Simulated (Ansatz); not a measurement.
**One shape, several levels: C2H6OSi2 (SMILES O[SiH2]C#C[SiH3])**

Wanted: a comparison of 6 runs (HF/STO-3G, HF/3-21G, HF/def2-SVP, wB97X/STO-3G, B3LYP/6-31G*, PBE0/def2-SVP) of C2H6OSi2. 

The calculation is run with Ansatz 0.2.0.

3 further runs of the same task are left out: 1 that didn't finish, 2 set aside as unsound or not needed.

## 1. The system as given

C2H6OSi2 has 11 atoms, charge 0, and is taken as a singlet. SMILES: `O[SiH2]C#C[SiH3]`. Geometry: relaxed at PBE0-D4/def2-TZVP. This is one conformer, not always the lowest.

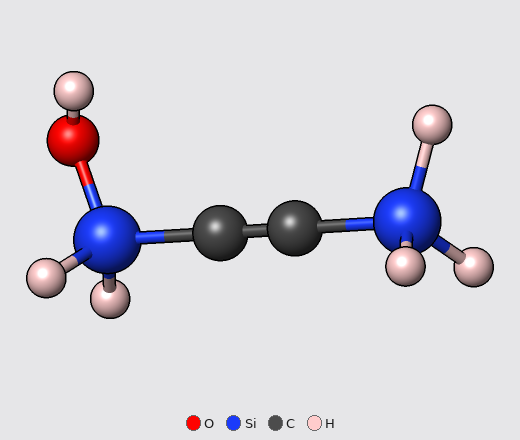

The structure, seen from a chosen angle (oxygen red, silicon blue, carbon dark grey, hydrogen pink).

## 2. Energy and forces at HF/STO-3G (run 1)

job.yaml reads:

```yaml
basis:
  gaussian:
    orbitals: STO-3G
crystal:
  periodic: [false, false, false]
  atoms:
    - symbol: O
      position_ang: [-1.914600, -1.887500, 1.499100]
    - symbol: Si
      position_ang: [-0.322800, -1.495300, 1.576600]
    - symbol: C
      position_ang: [0.129400, -0.290300, 0.275200]
    - symbol: C
      position_ang: [0.424700, 0.521200, -0.579500]
    - symbol: Si
      position_ang: [0.872800, 1.733000, -1.869700]
    - symbol: H
      position_ang: [-2.554000, -1.174100, 1.512000]
    - symbol: H
      position_ang: [0.036500, -0.879300, 2.878900]
    - symbol: H
      position_ang: [0.421900, -2.754400, 1.369300]
    - symbol: H
      position_ang: [1.607100, 2.861100, -1.246900]
    - symbol: H
      position_ang: [1.730900, 1.073000, -2.883200]
    - symbol: H
      position_ang: [-0.366600, 2.235500, -2.511100]
hamiltonian:
  xc: hf
accuracy: high
output: {forces: true, orbitals: {seedname: orbitals}}
```

Command:

```
ansatz run job.yaml --threads 1 --pin off --max-ram 2610MiB --events-out events.jsonl --progress --plain --runs-dir runs
```

Log, shortened:

```text
Warning: RAYON_NUM_THREADS=1 ignored (pool sized by the plan → 1); use --threads N
Functional definition: HF
  name "HF"
[...]
768 factors; integrals over basis functions are off by at most 1.7e-8 eV
[...]
mean field -19682.26852160 eV, -723.3100270480 hartree, gradient 1.0e-8 eV, S^2 0.000000; 0 other end points of the search recorded, 0 dependent functions left out
[...]
reference -19682.26852160 eV, -723.3100270480 hartree; 27, 27 occupied and 12, 12 virtual orbitals, 768 factors
Total energy: -19682.26852160 eV, -723.3100270480 hartree
Atom 0 at    -1.914600    -1.887500     1.499100 Å, force    -0.200406    -2.077973    -0.085389 eV/Å
Atom 1 at    -0.322800    -1.495300     1.576600 Å, force     1.821865     0.314027     0.805401 eV/Å
Atom 2 at     0.129400    -0.290300     0.275200 Å, force     1.121299     3.041794    -3.202491 eV/Å
Atom 3 at     0.424700     0.521200    -0.579500 Å, force    -1.104105    -3.086231     3.226135 eV/Å
Atom 4 at     0.872800     1.733000    -1.869700 Å, force     0.266535     0.783951    -0.831866 eV/Å
Atom 5 at    -2.554000    -1.174100     1.512000 Å, force    -0.408107     1.465131     0.083043 eV/Å
Atom 6 at     0.036500    -0.879300     2.878900 Å, force    -0.379182    -0.725714    -1.314569 eV/Å
Atom 7 at     0.421900    -2.754400     1.369300 Å, force    -0.769936     1.267608     0.275389 eV/Å
Atom 8 at     1.607100     2.861100    -1.246900 Å, force    -0.795297    -1.214095    -0.713261 eV/Å
Atom 9 at     1.730900     1.073000    -2.883200 Å, force    -0.929915     0.752944     1.084497 eV/Å
Atom 10 at    -0.366600     2.235500    -2.511100 Å, force     1.377248    -0.521442     0.673112 eV/Å
Dipole moment:     0.030502     0.271287     0.005173 e Å
```

Wall time 0.78 s (1 thread of Intel Xeon 6975P-C (Granite Rapids), shared host); peak memory 0.11 GiB.

## 3. Energy and forces at HF/3-21G (run 2)

run.yaml reads:

```yaml
crystal:
  periodic: [false, false, false]
  atoms:
    - {symbol: O, position_ang: [-1.914600, -1.887500, 1.499100]}
    - {symbol: Si, position_ang: [-0.322800, -1.495300, 1.576600]}
    - {symbol: C, position_ang: [0.129400, -0.290300, 0.275200]}
    - {symbol: C, position_ang: [0.424700, 0.521200, -0.579500]}
    - {symbol: Si, position_ang: [0.872800, 1.733000, -1.869700]}
    - {symbol: H, position_ang: [-2.554000, -1.174100, 1.512000]}
    - {symbol: H, position_ang: [0.036500, -0.879300, 2.878900]}
    - {symbol: H, position_ang: [0.421900, -2.754400, 1.369300]}
    - {symbol: H, position_ang: [1.607100, 2.861100, -1.246900]}
    - {symbol: H, position_ang: [1.730900, 1.073000, -2.883200]}
    - {symbol: H, position_ang: [-0.366600, 2.235500, -2.511100]}
basis:
  gaussian:
    orbitals: 3-21G.json
hamiltonian:
  xc: hf
accuracy: high
output: {forces: true, orbitals: {seedname: orbitals}}
```

The basis set 3-21G is read from a file made from the Basis Set Exchange's data (not shown).

Command:

```
ansatz run run.yaml --threads 1 --pin off --max-ram 2610MiB --events-out events.jsonl --progress --plain --runs-dir runs
```

Log, shortened:

```text
Warning: RAYON_NUM_THREADS=1 ignored (pool sized by the plan → 1); use --threads N
[... 2 set-up lines as earlier in the session ...]
[...]
1495 factors; integrals over basis functions are off by at most 1.7e-8 eV
[...]
mean field -19810.73888646 eV, -728.0312258764 hartree, gradient 7.5e-8 eV, S^2 0.000000; 0 other end points of the search recorded, 0 dependent functions left out
[...]
reference -19810.73888646 eV, -728.0312258764 hartree; 27, 27 occupied and 38, 38 virtual orbitals, 1495 factors
Total energy: -19810.73888646 eV, -728.0312258764 hartree
Atom 0 at    -1.914600    -1.887500     1.499100 Å, force    -1.034610     0.050255     0.024489 eV/Å
Atom 1 at    -0.322800    -1.495300     1.576600 Å, force     1.352962    -0.747264     0.700056 eV/Å
Atom 2 at     0.129400    -0.290300     0.275200 Å, force     0.718988     1.690050    -1.688056 eV/Å
Atom 3 at     0.424700     0.521200    -0.579500 Å, force    -0.660745    -1.742968     1.801102 eV/Å
Atom 4 at     0.872800     1.733000    -1.869700 Å, force     0.236827     0.612220    -0.663686 eV/Å
Atom 5 at    -2.554000    -1.174100     1.512000 Å, force    -0.670920    -0.094455    -0.041580 eV/Å
Atom 6 at     0.036500    -0.879300     2.878900 Å, force     0.009565     0.025938    -0.056827 eV/Å
Atom 7 at     0.421900    -2.754400     1.369300 Å, force     0.028683     0.137995    -0.014028 eV/Å
Atom 8 at     1.607100     2.861100    -1.246900 Å, force     0.003326     0.016274    -0.027839 eV/Å
Atom 9 at     1.730900     1.073000    -2.883200 Å, force     0.002219     0.030795    -0.015571 eV/Å
Atom 10 at    -0.366600     2.235500    -2.511100 Å, force     0.013704     0.021160    -0.018061 eV/Å
Dipole moment:    -0.024623     0.411122    -0.022470 e Å
```

It took 1.3 s on 1 thread of Intel Xeon 6975P-C (Granite Rapids), shared host; peak memory 0.17 GiB.

Run 3 isn't shown in full; the table further down has it.

## 4. Energy and gradient at wB97X/STO-3G (run 4)

Changes to run.yaml since step 3:

```diff
@@ -16,5 +16,5 @@
   gaussian:
-    orbitals: 3-21G.json
+    orbitals: STO-3G
 hamiltonian:
-  xc: hf
+  xc: {name: wB97X}
 accuracy: high
```

Command:

```
ansatz run run.yaml --threads 1 --pin off --max-ram 2610MiB --events-out events.jsonl --progress --plain --runs-dir runs
```

Log, shortened:

```text
Warning: RAYON_NUM_THREADS=1 ignored (pool sized by the plan → 1); use --threads N
Functional definition: wB97X
  name "wB97X"
[...]
      + exact_x_lr(omega)
[...]
      + integral(e_c_pw_opposite_spin*poly(b97_u_opposite, 1, cos1, cos2, cos3, cos4))
768 factors; integrals over basis functions are off by at most 1.7e-8 eV
279 factors; integrals over basis functions are off by at most 9.0e-10 eV
[...]
mean field -19734.48461018 eV, -725.2289329098 hartree, gradient 7.8e-8 eV, S^2 0.000000; 0 other end points of the search recorded, 0 dependent functions left out
[...]
reference -19734.48460753 eV, -725.2289328126 hartree; 27, 27 occupied and 12, 12 virtual orbitals, 768 factors
Total energy: -19734.48460753 eV, -725.2289328126 hartree
Atom 0 at    -1.914600    -1.887500     1.499100 Å, force     0.135140    -3.474373    -0.178242 eV/Å
Atom 1 at    -0.322800    -1.495300     1.576600 Å, force     1.599030     0.580616     0.606400 eV/Å
Atom 2 at     0.129400    -0.290300     0.275200 Å, force     0.396792     0.730115    -0.724109 eV/Å
Atom 3 at     0.424700     0.521200    -0.579500 Å, force    -0.241105    -0.654594     0.665512 eV/Å
Atom 4 at     0.872800     1.733000    -1.869700 Å, force     0.178452     0.536827    -0.569514 eV/Å
Atom 5 at    -2.554000    -1.174100     1.512000 Å, force    -1.229029     2.555904     0.117318 eV/Å
Atom 6 at     0.036500    -0.879300     2.878900 Å, force    -0.114329    -0.403652    -0.760878 eV/Å
Atom 7 at     0.421900    -2.754400     1.369300 Å, force    -0.504085     0.755523     0.179092 eV/Å
Atom 8 at     1.607100     2.861100    -1.246900 Å, force    -0.514938    -0.784444    -0.465965 eV/Å
Atom 9 at     1.730900     1.073000    -2.883200 Å, force    -0.601873     0.491458     0.699168 eV/Å
Atom 10 at    -0.366600     2.235500    -2.511100 Å, force     0.895944    -0.333379     0.431218 eV/Å
Dipole moment:    -0.030042     0.244862     0.010726 e Å
```

Wall time 9.3 s (1 thread of Intel Xeon 6975P-C (Granite Rapids), shared host); peak memory 0.45 GiB.

Run 5 isn't shown in full; the table further down has it.

## 5. Energy and forces at PBE0/def2-SVP (run 6)

Changes to run.yaml since step 4:

```diff
@@ -16,6 +16,8 @@
   gaussian:
-    orbitals: STO-3G
+    orbitals: def2-SVP
 hamiltonian:
-  xc: {name: wB97X}
+  xc: pbe0
 accuracy: high
-output: {forces: true, orbitals: {seedname: orbitals}}
+output:
+  forces: true
+  orbitals: {seedname: orbitals}
```

Command:

```
ansatz run run.yaml --threads 1 --pin off --max-ram 2610MiB --events-out events.jsonl --progress --plain --runs-dir runs
```

Log, shortened:

```text
Warning: RAYON_NUM_THREADS=1 ignored (pool sized by the plan → 1); use --threads N
Functional definition: PBE0
  name "PBE0"
[...]
2346 factors; integrals over basis functions are off by at most 2.7e-8 eV
[...]
mean field -19953.69606594 eV, -733.2848053225 hartree, gradient 7.2e-8 eV, S^2 0.000000; 0 other end points of the search recorded, 0 dependent functions left out
[...]
reference -19953.69606913 eV, -733.2848054394 hartree; 27, 27 occupied and 81, 81 virtual orbitals, 2346 factors
Total energy: -19953.69606913 eV, -733.2848054394 hartree
Atom 0 at    -1.914600    -1.887500     1.499100 Å, force    -0.522824    -0.270606    -0.043357 eV/Å
Atom 1 at    -0.322800    -1.495300     1.576600 Å, force     0.412616     0.007218     0.118374 eV/Å
Atom 2 at     0.129400    -0.290300     0.275200 Å, force    -0.173133    -0.535370     0.562857 eV/Å
Atom 3 at     0.424700     0.521200    -0.579500 Å, force     0.188058     0.536549    -0.570514 eV/Å
Atom 4 at     0.872800     1.733000    -1.869700 Å, force     0.016751     0.035405    -0.039488 eV/Å
Atom 5 at    -2.554000    -1.174100     1.512000 Å, force    -0.119442     0.119503     0.004659 eV/Å
Atom 6 at     0.036500    -0.879300     2.878900 Å, force     0.059494     0.063281     0.141583 eV/Å
Atom 7 at     0.421900    -2.754400     1.369300 Å, force     0.086225    -0.105473    -0.016890 eV/Å
Atom 8 at     1.607100     2.861100    -1.246900 Å, force     0.080841     0.131601     0.046333 eV/Å
Atom 9 at     1.730900     1.073000    -2.883200 Å, force     0.093411    -0.050740    -0.120290 eV/Å
Atom 10 at    -0.366600     2.235500    -2.511100 Å, force    -0.121997     0.068632    -0.083266 eV/Å
Dipole moment:    -0.098257     0.284082    -0.015011 e Å
```

It took 8.1 s on 1 thread of Intel Xeon 6975P-C (Granite Rapids), shared host; peak memory 0.42 GiB.

## 6. Overview of the runs

| run | level | Cartesian functions | energy (Eh) | dipole moment (D) | HOMO energy (eV) | LUMO energy (eV) | wall time |
| --- | --- | --- | --- | --- | --- | --- | --- |
| 1 | HF/STO-3G | no | -723.310027 | 1.31 | -8.21 | 9.58 | 0.78 s |
| 2 | HF/3-21G | no | -728.031226 | 1.98 | -10.85 | 3.03 | 1.3 s |
| 3 | HF/def2-SVP | no | -731.657584 | 1.55 | -10.90 | 2.72 | 4.2 s |
| 4 | wB97X/STO-3G | no | -725.228933 | 1.19 | -7.03 | 6.94 | 9.3 s |
| 5 | B3LYP/6-31G* (Cartesian functions) | yes | -734.015811 | 1.51 | -7.67 | -0.83 | 10 s |
| 6 | PBE0/def2-SVP | no | -733.284805 | 1.45 | -8.13 | -0.82 | 8.1 s |

## 7. Results

| quantity | value |
| --- | --- |
| run 6: total energy | -733.28481 Eh |
| run 6: dipole moment | 1.45 D |
| run 6: HOMO energy | -8.13 eV |
| run 6: LUMO energy | -0.82 eV |
| run 6: HOMO–LUMO gap | 7.31 eV |
| run 6: largest force on an atom | 0.805 eV/Å |

The dipole moment (its size) runs from 1.19 D (wB97X/STO-3G) to 1.98 D (HF/3-21G). The two ends differ in method and basis. The HOMO–LUMO gap runs from 6.84 eV (B3LYP/6-31G*) to 17.79 eV (HF/STO-3G). Totals of different functionals can't be ranked against each other. In runs 1, 4 the basis is minimal, so the values are rough. All runs together took 34 s, the longest 10 s.
